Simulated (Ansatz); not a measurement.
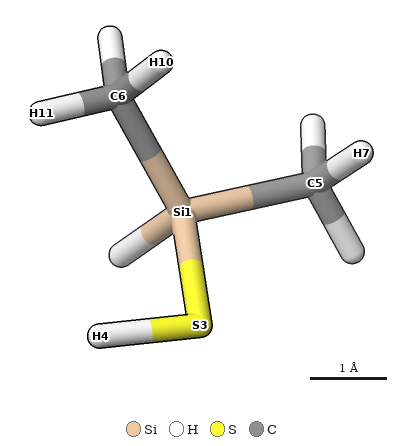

Figure 1. The structure as given in the input (stick view, seen at a tilt; atoms are numbered from 1 in the order of the input). Bond lengths as drawn: C–H 1.10 Å, C–Si 1.88 Å, H–S 1.35 Å, H–Si 1.49 Å and S–Si 2.17 Å.

# Run report: C$_{2}$H$_{8}$SSi, nudged elastic band (part 1 of 2)

C$_{2}$H$_{8}$SSi, computed with RKS B3LYP-D4/def2-SVP (Ansatz 0.2.0).

It belongs to a series of runs on one base structure; here: band between the two ends. Figures and captions count atoms from 1; the log counts them from 0 in places.

**Input**
```yaml
crystal:
  periodic: [false, false, false]
  atoms:
    - { symbol: Si, position_ang: [-0.076077, 0.250007, -0.45328] }
    - { symbol: H, position_ang: [-0.661383, 1.45064, -1.122945] }
    - { symbol: S, position_ang: [0.437296, -1.23962, -1.949611] }
    - { symbol: H, position_ang: [-0.822139, -1.378848, -2.42596] }
    - { symbol: C, position_ang: [1.546488, 0.698589, 0.381982] }
    - { symbol: C, position_ang: [-1.322697, -0.434534, 0.779097] }
    - { symbol: H, position_ang: [1.996873, -0.18485, 0.862521] }
    - { symbol: H, position_ang: [2.270543, 1.103281, -0.342424] }
    - { symbol: H, position_ang: [1.378061, 1.461711, 1.159644] }
    - { symbol: H, position_ang: [-0.918563, -1.324735, 1.286986] }
    - { symbol: H, position_ang: [-2.261529, -0.724119, 0.280043] }
    - { symbol: H, position_ang: [-1.566875, 0.322479, 1.543746] }
basis:
  gaussian: { orbitals: def2-SVP }
hamiltonian:
  xc: b3lyp
  dispersion: d4
neb:
  order_check: false
  images: 7
  f_tol: 0.05
  max_iterations: 60
  final_atoms:
    - { symbol: Si, position_ang: [0.29418526, -0.7924844, -0.05783539] }
    - { symbol: H, position_ang: [-0.97796555, 1.38135177, -2.277328] }
    - { symbol: S, position_ang: [0.59059661, -2.21623921, -1.37741118] }
    - { symbol: H, position_ang: [-0.73372459, 0.68104021, -2.45264557] }
    - { symbol: C, position_ang: [1.55983562, 0.50525094, 0.42066133] }
    - { symbol: C, position_ang: [-1.29904704, -0.52425281, 0.89327035] }
    - { symbol: H, position_ang: [2.54366298, 0.27833237, -0.01327467] }
    - { symbol: H, position_ang: [1.22927432, 1.49059754, 0.047541] }
    - { symbol: H, position_ang: [1.64996676, 0.5853881, 1.5170453] }
    - { symbol: H, position_ang: [-1.13269545, -0.72082887, 1.96718851] }
    - { symbol: H, position_ang: [-2.09308011, -1.19225337, 0.53112234] }
    - { symbol: H, position_ang: [-1.63101083, 0.52409874, 0.80146498] }
  initial_path:
    images:
      - { positions_ang: [[-0.076077, 0.250007, -0.45328], [-0.661383, 1.45064, -1.122945], [0.437296, -1.23962, -1.949611], [-0.822139, -1.378848, -2.42596], [1.546488, 0.698589, 0.381982], [-1.322697, -0.434534, 0.779097], [1.996873, -0.18485, 0.862521], [2.270543, 1.103281, -0.342424], [1.378061, 1.461711, 1.159644], [-0.918563, -1.324735, 1.286986], [-2.261529, -0.724119, 0.280043], [-1.566875, 0.322479, 1.543746]] }
      - { positions_ang: [[-0.03484178, 0.10325763, -0.42616726], [-0.66514175, 1.27256261, -1.26191878], [0.40403488, -1.33426792, -1.94718218], [-0.74044511, -1.04345539, -2.38243894], [1.54397167, 0.68602936, 0.38142522], [-1.32961057, -0.43979041, 0.80468312], [2.08912469, -0.14303423, 0.79819981], [2.17809754, 1.17138399, -0.34199501], [1.35209142, 1.39107074, 1.19260118], [-0.97776352, -1.29928067, 1.37169038], [-2.26246127, -0.72618855, 0.30179789], [-1.55705821, 0.36171384, 1.50910357]] }
      - { positions_ang: [[0.00639344, -0.04349174, -0.39905453], [-0.6689005, 1.09448522, -1.40089256], [0.37077376, -1.42891584, -1.94475335], [-0.65875122, -0.70806278, -2.33891788], [1.54145534, 0.67346972, 0.38086844], [-1.33652413, -0.44504683, 0.83026924], [2.18137638, -0.10121847, 0.73387863], [2.08565209, 1.23948698, -0.34156602], [1.32612184, 1.32043048, 1.22555835], [-1.03696404, -1.27382633, 1.45639475], [-2.26339354, -0.7282581, 0.32355279], [-1.54724142, 0.40094869, 1.47446113]] }
      - { positions_ang: [[0.04762865, -0.1902411, -0.37194179], [-0.67265925, 0.91640782, -1.53986634], [0.33751263, -1.52356377, -1.94232453], [-0.57705733, -0.37267017, -2.29539681], [1.53893901, 0.66091008, 0.38031166], [-1.3434377, -0.45030324, 0.85585536], [2.27362807, -0.0594027, 0.66955744], [1.99320663, 1.30758997, -0.34113702], [1.30015226, 1.24979022, 1.25851553], [-1.09616455, -1.248372, 1.54109913], [-2.2643258, -0.73032765, 0.34530768], [-1.53742463, 0.44018353, 1.4398187]] }
      - { positions_ang: [[0.08886387, -0.33699047, -0.34482905], [-0.676418, 0.73833043, -1.67884012], [0.30425151, -1.61821169, -1.93989571], [-0.49536344, -0.03727756, -2.25187575], [1.53642268, 0.64835044, 0.37975488], [-1.35035127, -0.45555966, 0.88144148], [2.36587976, -0.01758694, 0.60523626], [1.90076117, 1.37569296, -0.34070803], [1.27418269, 1.17914996, 1.2914727], [-1.15536507, -1.22291767, 1.6258035], [-2.26525807, -0.7323972, 0.36706257], [-1.52760783, 0.47941838, 1.40517626]] }
      - { positions_ang: [[0.14019422, -0.45086395, -0.27308064], [-0.75180488, 0.89908577, -1.82846209], [0.37583779, -1.76771857, -1.79927457], [-0.55495373, 0.14230188, -2.30206821], [1.54227592, 0.61257557, 0.38998149], [-1.33752521, -0.47273295, 0.8843987], [2.41032556, 0.05639289, 0.45060853], [1.73288946, 1.40441911, -0.24364578], [1.3681287, 1.0307095, 1.34786585], [-1.14969767, -1.09739547, 1.71114975], [-2.22221358, -0.84736124, 0.40807751], [-1.55345858, 0.49058847, 1.25424844]] }
      - { positions_ang: [[0.19152457, -0.56473743, -0.20133222], [-0.82719177, 1.0598411, -1.97808406], [0.44742406, -1.91722545, -1.65865344], [-0.61454402, 0.32188132, -2.35226066], [1.54812915, 0.57680069, 0.4002081], [-1.32469915, -0.48990624, 0.88735592], [2.45477137, 0.13037272, 0.2959808], [1.56501775, 1.43314525, -0.14658352], [1.46207472, 0.88226903, 1.404259], [-1.14403026, -0.97187327, 1.79649601], [-2.17916909, -0.96232529, 0.44909245], [-1.57930933, 0.50175856, 1.10332062]] }
      - { positions_ang: [[0.24285491, -0.67861092, -0.1295838], [-0.90257866, 1.22059643, -2.12770603], [0.51901034, -2.06673233, -1.51803231], [-0.6741343, 0.50146077, -2.40245312], [1.55398239, 0.54102581, 0.41043472], [-1.3118731, -0.50707953, 0.89031314], [2.49921717, 0.20435254, 0.14135306], [1.39714604, 1.46187139, -0.04952126], [1.55602074, 0.73382857, 1.46065215], [-1.13836285, -0.84635107, 1.88184226], [-2.1361246, -1.07728933, 0.49010739], [-1.60516008, 0.51292865, 0.9523928]] }
      - { positions_ang: [[0.29418526, -0.7924844, -0.05783539], [-0.97796555, 1.38135177, -2.277328], [0.59059661, -2.21623921, -1.37741118], [-0.73372459, 0.68104021, -2.45264557], [1.55983562, 0.50525094, 0.42066133], [-1.29904704, -0.52425281, 0.89327035], [2.54366298, 0.27833237, -0.01327467], [1.22927432, 1.49059754, 0.047541], [1.64996676, 0.5853881, 1.5170453], [-1.13269545, -0.72082887, 1.96718851], [-2.09308011, -1.19225337, 0.53112234], [-1.63101083, 0.52409874, 0.80146498]] }
```

Machine: 2 threads of Arm Neoverse V1, 24 GiB of memory available, shared host.

Run as:
```bash
ansatz run input.yaml --threads 2 --pin off --max-ram 3072MiB --backend cpu --events-out ev --progress --plain --runs-dir out
```

**The program's output**
```
Engine: ansatz 0.2.0, aarch64-unknown-linux-gnu
Functional definition: B3LYP
  parameter a0 = 0.2
  parameter ax = 0.72
  parameter ac = 0.81
  exchange = (1 - a0 - ax)*slater_x + ax*b88_x + a0*exact_x
  correlation = (1 - ac)*vwn_rpa_c + ac*lyp_c
1111 factors; integrals over basis functions are off by at most 2.6e-4 eV
mean field evaluation 1: about -20903.7652 eV, gradient 6.0e1 eV
mean field evaluation 2: about -20899.4759 eV, gradient 6.9e1 eV
mean field evaluation 4: about -20912.6157 eV, gradient 2.0e0 eV
mean field evaluation 8: about -20912.6321 eV, gradient 7.9e-2 eV
mean field -20912.63216655 eV, -768.5250570295 hartree, gradient 3.2e-5 eV, S^2 0.000000; 0 other end points of the search recorded, 0 dependent functions left out
the calculation of the forces begins
reference -20912.63241587 eV, -768.5250661920 hartree; 25, 25 occupied and 79, 79 virtual orbitals, 1111 factors
1114 factors; integrals over basis functions are off by at most 8.3e-4 eV
mean field evaluation 16: about -20902.5592 eV, gradient 6.0e1 eV
mean field -20911.42171261 eV, -768.4805736678 hartree, gradient 2.7e-5 eV, S^2 0.000000; 0 other end points of the search recorded, 0 dependent functions left out
[... from here on the field's lines of each further geometry are left out, up to the last ...]
NEB iter   1: max|band force component| = 3.090e0 eV/Å  barrier→ = 2.5703 eV  barrier← = 1.3635 eV  Δτ_max = 0.2000 Å  (231 SCF iters)
NEB iter   2: max|band force component| = 1.119e0 eV/Å  barrier→ = 2.3254 eV  barrier← = 1.1186 eV  Δτ_max = 0.2000 Å  (196 SCF iters)
NEB iter   3: max|band force component| = 1.409e0 eV/Å  barrier→ = 2.2981 eV  barrier← = 1.0914 eV  Δτ_max = 0.0994 Å  (185 SCF iters)
NEB iter   4: max|band force component| = 4.129e-1 eV/Å  barrier→ = 2.1819 eV  barrier← = 0.9751 eV  CI = image 4  Δτ_max = 0.0605 Å  (178 SCF iters)
NEB iter   5: max|band force component| = 2.618e-1 eV/Å  barrier→ = 2.2009 eV  barrier← = 0.9941 eV  CI = image 4  Δτ_max = 0.0719 Å  (175 SCF iters)
NEB iter   6: max|band force component| = 9.931e-2 eV/Å  barrier→ = 2.1938 eV  barrier← = 0.9870 eV  CI = image 4  Δτ_max = 0.1993 Å  (175 SCF iters)
NEB iter   7: max|band force component| = 2.262e-1 eV/Å  barrier→ = 2.1800 eV  barrier← = 0.9733 eV  CI = image 4  Δτ_max = 0.0999 Å  (183 SCF iters)
NEB iter   8: max|band force component| = 1.075e-1 eV/Å  barrier→ = 2.1753 eV  barrier← = 0.9686 eV  CI = image 4  Δτ_max = 0.1967 Å  (170 SCF iters)
NEB iter   9: max|band force component| = 1.844e-1 eV/Å  barrier→ = 2.1717 eV  barrier← = 0.9649 eV  CI = image 4  Δτ_max = 0.0990 Å  (175 SCF iters)
NEB iter  10: max|band force component| = 1.220e-1 eV/Å  barrier→ = 2.1704 eV  barrier← = 0.9637 eV  CI = image 4  Δτ_max = 0.0991 Å  (175 SCF iters)
NEB iter  11: max|band force component| = 7.657e-2 eV/Å  barrier→ = 2.1700 eV  barrier← = 0.9633 eV  CI = image 4  Δτ_max = 0.0990 Å  (174 SCF iters)
NEB iter  12: max|band force component| = 1.309e-1 eV/Å  barrier→ = 2.1700 eV  barrier← = 0.9632 eV  CI = image 4  Δτ_max = 0.0496 Å  (167 SCF iters)
the calculation of the forces begins
reference -20911.40441614 eV, -768.4799380340 hartree; 25, 25 occupied and 79, 79 virtual orbitals, 1111 factors
1113 factors; integrals over basis functions are off by at most 6.4e-4 eV
mean field evaluation 736: about -20910.4578 eV, gradient 4.4e-3 eV
mean field -20910.45784452 eV, -768.4451521686 hartree, gradient 1.4e-5 eV, S^2 0.000000; 1 other end points of the search recorded, 0 dependent functions left out
the calculation of the forces begins
reference -20910.45809567 eV, -768.4451613981 hartree; 25, 25 occupied and 79, 79 virtual orbitals, 1113 factors
NEB iter  13: max|band force component| = 3.488e-2 eV/Å  barrier→ = 2.1700 eV  barrier← = 0.9632 eV  CI = image 4  Δτ_max = 0.0000 Å  (347 SCF iters)
```

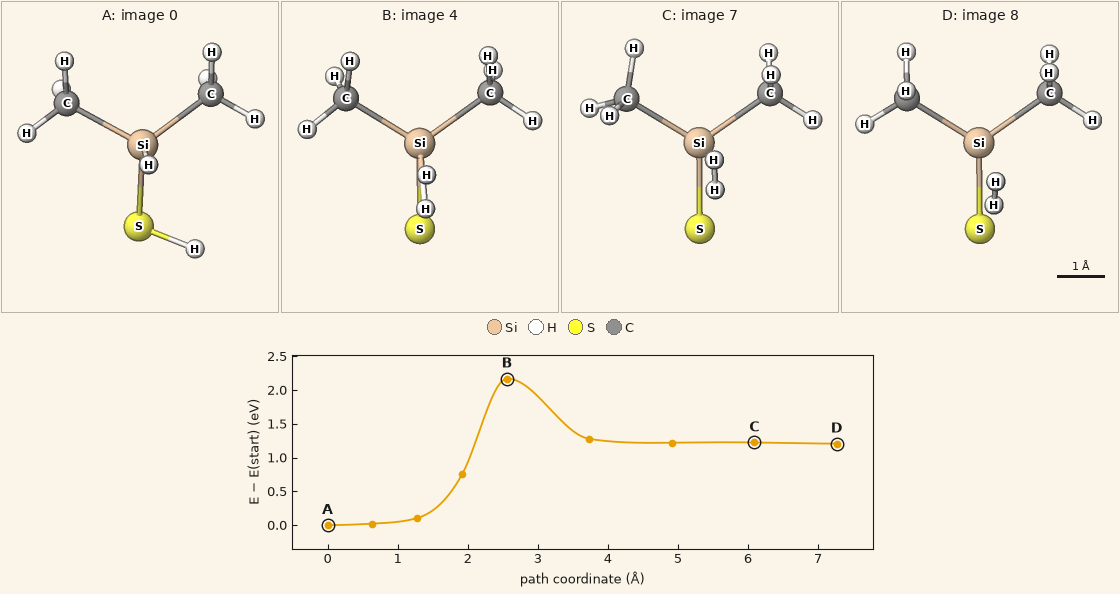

Figure 2. Images of the last band (counted from 0; ball-and-stick, seen at a tilt) above the energy along the path; the line is a cubic interpolation that uses the forces. The highest image is number 4, 2.170 eV above the start and 0.963 eV above the end (the climbing image); the end lies 1.207 eV above the start. The path is 7.27 Å long. The band converged in 13 iterations.
